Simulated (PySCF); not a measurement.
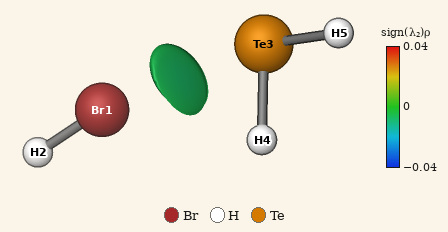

BrH3Te, SMILES `Br.[TeH2]`. Non-covalent interaction surfaces between the fragments (reduced density gradient s = 0.5, coloured by sign(λ₂)ρ in a.u.; trimmed to the region between the fragments where ρ is under 0.06 a.u.). Fragment A: HBr (atoms 1–2); fragment B: TeH2.

PySCF calculation, PBE/def2-SVPD, gas phase; geometry: GFN2-xTB. Core potentials replace the inner electrons of Te; spin–orbit coupling isn't included. GFN2-xTB bond lengths at metals and heavier atoms can be off by up to 0.1 Å and shapes distorted, which carries into these values.

Geometry (Å), atoms numbered from 1:

```
Br1     -2.1850   -0.0133    0.0057
H2      -3.5325    0.3509   -0.1399
Te3      1.4562   -0.0337   -0.0022
H4       1.2153    1.5896    0.0257
H5       3.0729    0.2740    0.0257
```

**Which interactions hold the two fragments together?**

Bond critical points between the fragments: Br1···Te3, 3.64 Å, ρ = 0.007 a.u. It is weak and appears green (van der Waals range). The pose is a local one from a semi-empirical search, not shown to be the most stable.

**How strongly are they bound?**

The counterpoise-corrected interaction energy of the frozen fragments is +0.5 kcal/mol without dispersion correction and −0.4 kcal/mol with D3(BJ). The pair geometry is semi-empirical, not a minimum at this level.
